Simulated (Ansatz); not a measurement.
**Geometry relaxation of SiH2S**

The run: geometry relaxation of SiH2S, SMILES [SiH2]=S. Method and program: RKS PBE-D4/def2-SVP (Ansatz 0.2.0).

The geometry comes from this level: GFN2-xTB. Figures and captions count atoms from 1; the log counts them from 0 in places.

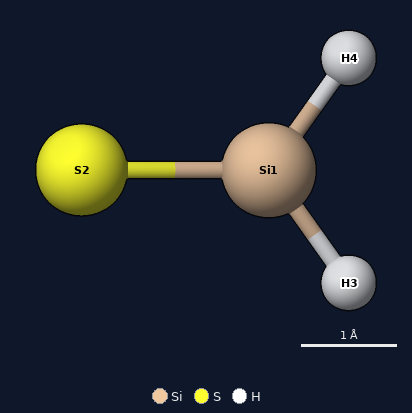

Figure 1. The structure as given in the input (ball-and-stick view, seen at a tilt; atoms are numbered from 1 in the order of the input). Bond lengths as drawn: H–Si 1.45 Å and S–Si 1.98 Å.

## The input
```yaml
crystal:
  periodic: [false, false, false]
  atoms:
    - { symbol: Si, position_ang: [-0.98923, 0.05385, 0.069] }
    - { symbol: S, position_ang: [0.98154, -0.05342, -0.06846] }
    - { symbol: H, position_ang: [-1.8094, 1.15986, -0.39856] }
    - { symbol: H, position_ang: [-1.85142, -0.9606, 0.65387] }
basis:
  gaussian: { orbitals: def2-SVP }
hamiltonian:
  xc: pbe
  dispersion: d4
relax:
  f_tol: 0.03
  max_steps: 200
```

Run on 2 threads of Intel Xeon (Sapphire Rapids), 64 GiB of memory available, shared host.

Run as:
```bash
ansatz run input.yaml --threads 2 --pin off --max-ram 5120MiB --backend cpu --events-out ev --progress --plain --runs-dir out
```

## Output
```
The last accepted step is kept in [file] (removed where the run ends without a failure and the disk answers)
Engine: ansatz 0.2.0, x86_64-unknown-linux-gnu
Functional definition: PBE
  parameter kappa = 0.804
  parameter beta = 0.06672455060314922
  exchange = pbe_x(kappa = kappa, mu = beta*pi^2/3)
  correlation = pbe_c(beta = beta)
517 factors; their error is unknown
mean field evaluation 1: about -18729.4892 eV, gradient 1.8e1 eV
mean field evaluation 2: about -18723.4813 eV, gradient 4.4e1 eV
mean field evaluation 4: about -18730.6422 eV, gradient 2.1e0 eV
mean field evaluation 8: about -18730.6540 eV, gradient 3.5e-2 eV
mean field -18730.60614679 eV, -688.3370798335 hartree, gradient 4.1e-5 eV, S^2 0.000000; 0 other end points of the search recorded, 0 dependent functions left out
the calculation of the forces begins
reference -18730.60617019 eV, -688.3370806937 hartree; 16, 16 occupied and 30, 30 virtual orbitals, 517 factors
relax step   1: F+E_penalty+E_count = -18730.67848707 eV  Δ(F+E_penalty+E_count) = +0.000e0 eV  max|allowed force component| = 1.293e0 eV/Å  Δτ_max = 0.0000 Å  (23 SCF iters, accepted)
these checks for a lower state are left out or cut short: starts, cluster_reference, orbital_swaps, neighbouring_geometries, increment
517 factors; their error is unknown
mean field evaluation 16: about -18730.6971 eV, gradient 1.6e0 eV
mean field -18730.65188608 eV, -688.3387607215 hartree, gradient 2.1e-5 eV, S^2 0.000000; 0 other end points of the search recorded, 0 dependent functions left out
the calculation of the forces begins
reference -18730.65190953 eV, -688.3387615834 hartree; 16, 16 occupied and 30, 30 virtual orbitals, 517 factors
relax step   2: F+E_penalty+E_count = -18730.72419256 eV  Δ(F+E_penalty+E_count) = -4.571e-2 eV  max|allowed force component| = 2.842e-1 eV/Å  Δτ_max = 0.0430 Å  (26 SCF iters, accepted)
these checks for a lower state are left out or cut short: starts, cluster_reference, orbital_swaps, neighbouring_geometries, increment
517 factors; their error is unknown
mean field -18730.65704200 eV, -688.3389501983 hartree, gradient 2.1e-5 eV, S^2 0.000000; 0 other end points of the search recorded, 0 dependent functions left out
the calculation of the forces begins
reference -18730.65706547 eV, -688.3389510608 hartree; 16, 16 occupied and 30, 30 virtual orbitals, 517 factors
relax step   3: F+E_penalty+E_count = -18730.72921373 eV  Δ(F+E_penalty+E_count) = -5.021e-3 eV  max|allowed force component| = 2.530e-2 eV/Å  Δτ_max = 0.0123 Å  (27 SCF iters, accepted)
517 factors; their error is unknown
mean field evaluation 32: about -18730.7074 eV, gradient 6.9e-2 eV
```

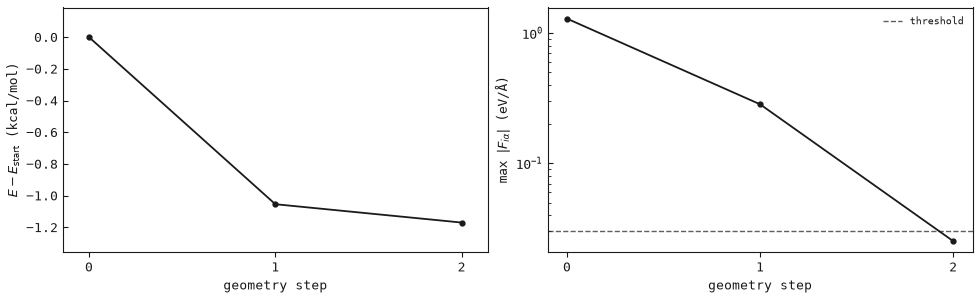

Figure 2. Progress of the relaxation, step by step (the first geometry is step 0 here and step 1 in the log).

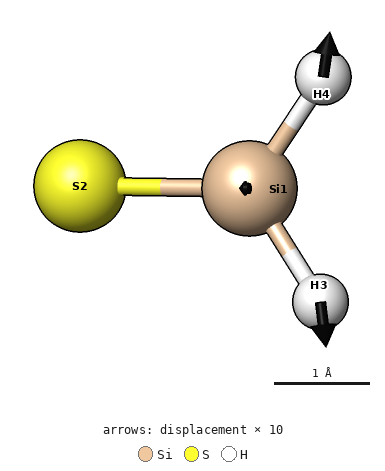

Figure 3. The starting structure with the displacements as black arrows, magnified 10 times (ball-and-stick view, seen at a tilt). The two geometries are laid on each other by the best rigid fit. The largest moves after the best rigid fit, 0.049 Å, are those of H3 and H4. By element the largest moves are H 0.049 Å, Si 0.013 Å, S 0.002 Å. Among the contacts that change: Si1–H3 1.454 → 1.505 Å, Si1–S2 1.978 → 1.968 Å. Over 2 geometry steps the energy falls by 1.17 kcal/mol. Largest force component: 1.3 eV/Å at the start, 0.025 eV/Å at the end. (Atoms are counted from 1 in the order of the input.)

```
mean field -18730.65704200 eV, -688.3389501983 hartree, gradient 2.1e-5 eV, S^2 0.000000; 1 other end points of the search recorded, 0 dependent functions left out
the calculation of the forces begins
reference -18730.65706547 eV, -688.3389510608 hartree; 16, 16 occupied and 30, 30 virtual orbitals, 517 factors
Total energy: -18730.72923720 eV, -688.3416033229 hartree
Atom 0 at    -0.976703     0.053165     0.068120 Å, force     0.025304    -0.001382    -0.001775 eV/Å
Atom 1 at     0.983420    -0.053522    -0.068589 Å, force    -0.025126     0.001369     0.001756 eV/Å
Atom 2 at    -1.815742     1.203730    -0.419634 Å, force     0.000045     0.006763    -0.003344 eV/Å
Atom 3 at    -1.859485    -1.003684     0.675953 Å, force    -0.000223    -0.006750     0.003363 eV/Å
Dipole moment:    -0.481518     0.026209     0.033584 e Å
```

## Trajectory as extended XYZ (Å, eV, eV/Å), 3 frames, from step=1 to step=3
```
4
Properties=species:S:1:pos:R:3:forces:R:3 step=1 energy=-18730.67849
Si   -0.9892    0.0539    0.0690    1.2926  -0.0704  -0.0902
S     0.9815   -0.0534   -0.0685   -0.3054   0.0166   0.0213
H    -1.8094    1.1599   -0.3986   -0.4788   0.7764  -0.3376
H    -1.8514   -0.9606    0.6539   -0.5085  -0.7227   0.4065
4
Properties=species:S:1:pos:R:3:forces:R:3 step=2 energy=-18730.72419
Si   -0.9859    0.0537    0.0688    0.2842  -0.0155  -0.0198
S     0.9712   -0.0529   -0.0677    0.0880  -0.0048  -0.0061
H    -1.8051    1.1981   -0.4179   -0.1824   0.1981  -0.0803
H    -1.8487   -0.9992    0.6727   -0.1898  -0.1779   0.1063
4
Properties=species:S:1:pos:R:3:forces:R:3 step=3 energy=-18730.72921
Si   -0.9767    0.0532    0.0681    0.0253  -0.0014  -0.0018
S     0.9834   -0.0535   -0.0686   -0.0251   0.0014   0.0018
H    -1.8157    1.2037   -0.4196    0.0000   0.0068  -0.0033
H    -1.8595   -1.0037    0.6760   -0.0002  -0.0067   0.0034
```

## Summary

| quantity | value |
| --- | --- |
| outcome | converged |
| total energy | −18730.7292 eV |
| mean-field energy | −18730.6571 eV |
| SCF solution under orbital rotations | stable |
| largest force (length of the vector) at the end | 0.025 eV/Å |
| wall time | 1.2 s (CPU time 2.1 s) |
| peak memory | 0.11 GiB |
